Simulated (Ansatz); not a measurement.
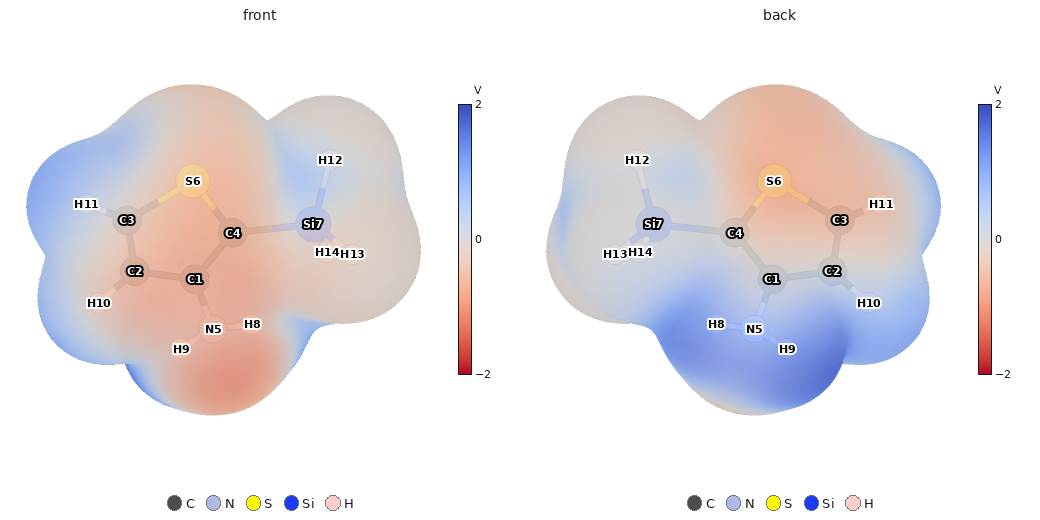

C₄H₇NSSi (SMILES Nc1ccsc1[SiH3]). The molecular electrostatic potential painted on the density surface at 0.001 e/bohr³, seen from the front and from behind; red is negative and blue positive.

Geometry: PBE-D3(BJ)/def2-SVP.

Computed with isolated molecule in a Gaussian basis; Kohn-Sham density functional theory, functional PBE0 (Ansatz 0.2.0).

The calculation's input:

```
crystal:
  periodic: [false, false, false]
  atoms:
    - {symbol: C, position_ang: [0.109746, 0.446451, -2.246205]}
    - {symbol: C, position_ang: [-0.337432, -0.634724, -3.083113]}
    - {symbol: C, position_ang: [-0.046959, -1.875508, -2.554809]}
    - {symbol: C, position_ang: [0.736071, -0.004729, -1.071682]}
    - {symbol: "N", position_ang: [-0.022101, 1.780199, -2.615214]}
    - {symbol: S, position_ang: [0.770494, -1.754835, -1.041540]}
    - {symbol: Si, position_ang: [1.488693, 1.014392, 0.288810]}
    - {symbol: H, position_ang: [0.044023, 2.454550, -1.848997]}
    - {symbol: H, position_ang: [-0.811109, 1.981899, -3.231515]}
    - {symbol: H, position_ang: [-0.850327, -0.487302, -4.044237]}
    - {symbol: H, position_ang: [-0.276737, -2.858775, -2.983600]}
    - {symbol: H, position_ang: [1.403158, 0.285043, 1.601118]}
    - {symbol: H, position_ang: [2.930870, 1.380542, 0.047586]}
    - {symbol: H, position_ang: [0.717526, 2.310188, 0.391475]}
basis:
  gaussian: {orbitals: def2-SVPD}
hamiltonian: {xc: {name: PBE0}}
output: {forces: true, orbitals: {seedname: orbitals}}
```

Run with:

```sh
ansatz run input.yaml --threads 2 --pin off --max-ram 5220MiB --events-out events.jsonl --progress --plain --runs-dir runs
```

**Which sites attract a positive test charge, and which a negative one?**

A positive charge is drawn to the negative regions and a negative charge to the positive ones. The most negative region (about −1.0 V) lies over N5, the most positive (about +1.6 V) over H9.
